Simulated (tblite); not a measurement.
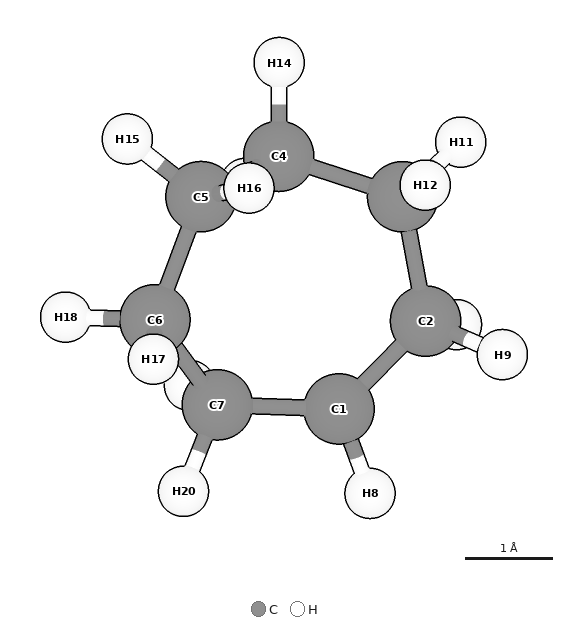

Figure 1. The input geometry (ball-and-stick view, seen at a tilt; atoms are numbered from 1 in the order of the input).

Run report: C7H13 (charge +1), saddle-point search

- system: C7H13, charge +1, SMILES [CH+]1CCCCCC1
- method: GFN2-xTB saddle search (eigenvector following) and harmonic vibrations, gas phase (tblite 0.8.0)

The program's output:
```
step      E/eV     max force
  0    -575.01199   0.0227
  1    -575.01252   0.0716
  2    -575.01239   0.0139
  3    -575.01270   0.0388
  4    -575.01257   0.0066
  5    -575.01275   0.0088
  6    -575.01278   0.0017
lowest wavenumbers (cm-1): -113.3 86.1 172.8 292.4 331.6 378.7
```

Trajectory as extended XYZ (Å, eV, eV/Å), 5 of the 7 frames kept, from step=0 to step=6:
```
20
Properties=species:S:1:pos:R:3:forces:R:3 step=0 energy=-575.01199
C     0.1173    1.6481    0.1847    0.0130  -0.0060  -0.0130
C    -1.2295    1.1937    0.3768    0.0110   0.0110   0.0000
C    -1.6207   -0.2776    0.3174    0.0000   0.0080   0.0010
C    -0.7483   -1.1406   -0.5929    0.0050  -0.0040   0.0030
C     0.5584   -1.5306    0.0924    0.0110   0.0030   0.0000
C     1.6768   -0.4848    0.0381    0.0100  -0.0020   0.0000
C     1.3134    0.9773   -0.2403    0.0110  -0.0110   0.0010
H     0.2287    2.7273    0.2787   -0.0180  -0.0040   0.0020
H    -1.6036    1.6577    1.3050   -0.0110  -0.0030   0.0010
H    -1.8109    1.7703   -0.3687    0.0000   0.0070   0.0030
H    -2.6587   -0.3319   -0.0123   -0.0090   0.0010   0.0100
H    -1.5893   -0.6998    1.3243   -0.0030   0.0050   0.0040
H    -0.5695   -0.6447   -1.5476    0.0000  -0.0140  -0.0060
H    -1.3004   -2.0550   -0.8091   -0.0050  -0.0040   0.0010
H     0.9373   -2.4471   -0.3584   -0.0040   0.0030  -0.0100
H     0.3325   -1.7653    1.1344   -0.0050  -0.0020  -0.0070
H     2.2160   -0.4917    0.9884   -0.0080   0.0040  -0.0040
H     2.4037   -0.7736   -0.7229    0.0000   0.0110   0.0000
H     1.1529    1.0681   -1.3383    0.0150  -0.0060   0.0160
H     2.1937    1.6001   -0.0497   -0.0110   0.0020  -0.0020
20
Properties=species:S:1:pos:R:3:forces:R:3 step=2 energy=-575.01239
C     0.1161    1.6464    0.1858    0.0020  -0.0010  -0.0020
C    -1.2322    1.1931    0.3705    0.0090  -0.0010   0.0000
C    -1.6235   -0.2779    0.3176    0.0020   0.0010  -0.0010
C    -0.7518   -1.1456   -0.5890    0.0010  -0.0010   0.0000
C     0.5577   -1.5287    0.0950    0.0030   0.0000   0.0000
C     1.6783   -0.4867    0.0255   -0.0040  -0.0030  -0.0020
C     1.3179    0.9797   -0.2285    0.0000  -0.0070   0.0120
H     0.2237    2.7259    0.2783   -0.0060   0.0000   0.0000
H    -1.6143    1.6619    1.2928   -0.0070   0.0030   0.0070
H    -1.8072    1.7655   -0.3827   -0.0040   0.0060  -0.0070
H    -2.6623   -0.3336   -0.0094   -0.0050  -0.0010   0.0030
H    -1.5910   -0.6947    1.3268    0.0000   0.0000   0.0050
H    -0.5761   -0.6572   -1.5481    0.0000  -0.0040  -0.0010
H    -1.3031   -2.0626   -0.7964   -0.0010  -0.0010   0.0010
H     0.9340   -2.4498   -0.3487   -0.0010   0.0010  -0.0030
H     0.3354   -1.7527    1.1401   -0.0010  -0.0010  -0.0020
H     2.2372   -0.5079    0.9638    0.0020   0.0000   0.0060
H     2.3875   -0.7707   -0.7535    0.0040   0.0010  -0.0040
H     1.1797    1.0954   -1.3264    0.0030   0.0020  -0.0110
H     2.1939    1.6004   -0.0134    0.0050   0.0070   0.0020
20
Properties=species:S:1:pos:R:3:forces:R:3 step=3 energy=-575.01270
C     0.1130    1.6459    0.1845    0.0080   0.0000  -0.0040
C    -1.2374    1.1940    0.3593   -0.0120   0.0070   0.0000
C    -1.6222   -0.2789    0.3285   -0.0050   0.0030   0.0050
C    -0.7582   -1.1482   -0.5839    0.0000   0.0000   0.0020
C     0.5564   -1.5310    0.0906   -0.0020   0.0020  -0.0010
C     1.6775   -0.4900    0.0155    0.0110   0.0070   0.0040
C     1.3224    0.9815   -0.2111    0.0040   0.0120  -0.0280
H     0.2172    2.7267    0.2675    0.0010  -0.0020   0.0010
H    -1.6374    1.6807    1.2653    0.0060  -0.0070  -0.0140
H    -1.8007    1.7481   -0.4178    0.0090  -0.0090   0.0120
H    -2.6661   -0.3435    0.0189    0.0070   0.0010   0.0020
H    -1.5709   -0.6846    1.3418    0.0000   0.0040  -0.0080
H    -0.5886   -0.6603   -1.5444    0.0000   0.0000   0.0000
H    -1.3107   -2.0655   -0.7866    0.0000   0.0000   0.0000
H     0.9302   -2.4511   -0.3572    0.0010  -0.0020  -0.0010
H     0.3410   -1.7569    1.1366    0.0000  -0.0010   0.0020
H     2.2519   -0.5292    0.9447   -0.0050   0.0010  -0.0110
H     2.3737   -0.7669   -0.7785   -0.0050   0.0040   0.0050
H     1.2146    1.1306   -1.3107    0.0060  -0.0050   0.0380
H     2.1945    1.5984    0.0369   -0.0210  -0.0150  -0.0050
20
Properties=species:S:1:pos:R:3:forces:R:3 step=4 energy=-575.01257
C     0.1151    1.6457    0.1855    0.0000   0.0000   0.0000
C    -1.2341    1.1931    0.3666    0.0040  -0.0020   0.0000
C    -1.6241   -0.2783    0.3199    0.0020   0.0000  -0.0010
C    -0.7540   -1.1474   -0.5869    0.0000   0.0000   0.0000
C     0.5572   -1.5286    0.0950    0.0020   0.0000   0.0000
C     1.6786   -0.4879    0.0199    0.0000  -0.0020  -0.0010
C     1.3200    0.9806   -0.2217    0.0000  -0.0030   0.0040
H     0.2208    2.7257    0.2749   -0.0010   0.0000   0.0000
H    -1.6215    1.6667    1.2843   -0.0030   0.0030   0.0040
H    -1.8054    1.7607   -0.3932   -0.0030   0.0030  -0.0050
H    -2.6641   -0.3361   -0.0030   -0.0030  -0.0010   0.0010
H    -1.5875   -0.6915    1.3304    0.0010  -0.0010   0.0030
H    -0.5801   -0.6609   -1.5473    0.0000  -0.0010   0.0000
H    -1.3053   -2.0652   -0.7914    0.0000   0.0000   0.0000
H     0.9322   -2.4510   -0.3472    0.0000   0.0010  -0.0010
H     0.3372   -1.7498    1.1413    0.0000   0.0000  -0.0020
H     2.2465   -0.5170    0.9529   -0.0010   0.0000  -0.0010
H     2.3800   -0.7693   -0.7675   -0.0010   0.0010   0.0010
H     1.1948    1.1106   -1.3199    0.0010   0.0020  -0.0040
H     2.1940    1.6000    0.0074    0.0020   0.0020   0.0020
20
Properties=species:S:1:pos:R:3:forces:R:3 step=6 energy=-575.01278
C     0.1125    1.6466    0.1831    0.0000   0.0000   0.0000
C    -1.2380    1.1946    0.3573   -0.0010   0.0000   0.0000
C    -1.6210   -0.2785    0.3315    0.0000   0.0000   0.0000
C    -0.7597   -1.1482   -0.5831    0.0000   0.0000   0.0000
C     0.5563   -1.5321    0.0880    0.0000   0.0000   0.0000
C     1.6767   -0.4899    0.0160    0.0000   0.0000   0.0000
C     1.3222    0.9817   -0.2095    0.0000   0.0010  -0.0010
H     0.2167    2.7274    0.2647    0.0000   0.0000   0.0000
H    -1.6405    1.6845    1.2597    0.0000   0.0000  -0.0010
H    -1.7994    1.7441   -0.4236    0.0010  -0.0010   0.0010
H    -2.6660   -0.3451    0.0267    0.0010   0.0000   0.0000
H    -1.5646   -0.6818    1.3452    0.0000   0.0000  -0.0010
H    -0.5921   -0.6601   -1.5439    0.0000   0.0000   0.0000
H    -1.3128   -2.0654   -0.7848    0.0000   0.0000   0.0000
H     0.9302   -2.4502   -0.3641    0.0000   0.0000   0.0000
H     0.3424   -1.7626    1.1334    0.0000   0.0000   0.0000
H     2.2497   -0.5303    0.9454    0.0000   0.0000   0.0000
H     2.3739   -0.7652   -0.7773    0.0000   0.0000   0.0000
H     1.2206    1.1332   -1.3079    0.0000   0.0000   0.0010
H     2.1929    1.5974    0.0433   -0.0010   0.0000   0.0000
```

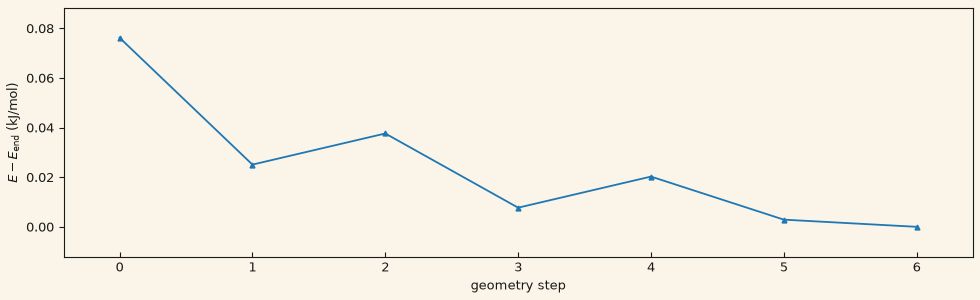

Figure 2. Progress of the saddle-point search, step by step (steps are counted from 0).

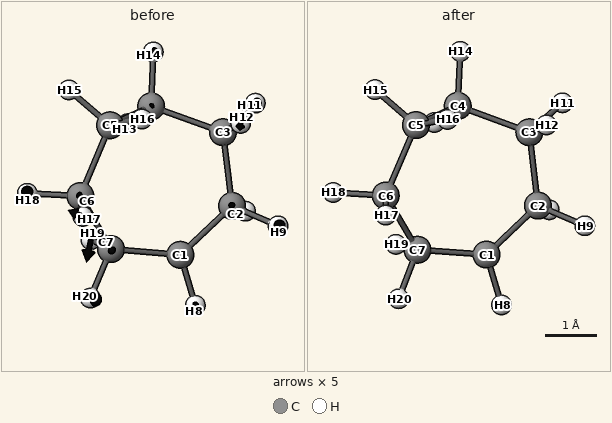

Figure 3. Before (left) and after (right) the saddle-point search, at one scale (ball-and-stick view, seen at a tilt). The black arrows give the displacements, magnified 5 times. The largest move after the best rigid fit is that of H19, 0.099 Å. Largest moves by element: H 0.099 Å, C 0.032 Å. After 6 geometry steps the energy has fallen by 0.08 kJ/mol. Largest force component: 0.018 eV/Å at the start, 0.001 eV/Å at the end. (Atoms are counted from 1 in the order of the input.)

This output came from the following input.

Input file:
```
{"job": {"xc": "GFN2-xTB", "basis": "xTB", "kind": "saddle"}, "charge": 1, "multiplicity": 1}
C      0.117311     1.648136     0.184734
C     -1.229548     1.193666     0.376819
C     -1.620689    -0.277587     0.317362
C     -0.748296    -1.140612    -0.592854
C      0.558395    -1.530551     0.092387
C      1.676832    -0.484839     0.038050
C      1.313358     0.977303    -0.240298
H      0.228746     2.727254     0.278653
H     -1.603599     1.657749     1.305023
H     -1.810944     1.770315    -0.368650
H     -2.658683    -0.331871    -0.012302
H     -1.589295    -0.699772     1.324251
H     -0.569455    -0.644741    -1.547602
H     -1.300356    -2.054975    -0.809066
H      0.937282    -2.447115    -0.358436
H      0.332541    -1.765285     1.134437
H      2.216034    -0.491652     0.988416
H      2.403700    -0.773632    -0.722938
H      1.152935     1.068127    -1.338307
H      2.193732     1.600081    -0.049679
```

The first line tells a small driver script what to run in tblite; the rest is the geometry in Å.

Run as:
```bash
OMP_NUM_THREADS=1 python <driver script> task.json out
```

Results in brief:

```json
{"quantity": "outcome", "value": "converged"}
{"quantity": "total energy", "value": "−575.0128 eV"}
{"quantity": "point group", "value": "C1"}
{"quantity": "hardware", "value": "1 CPU thread, shared host"}
{"quantity": "wall time", "value": "3 s"}
{"quantity": "peak memory", "value": "0.2 GiB"}
```
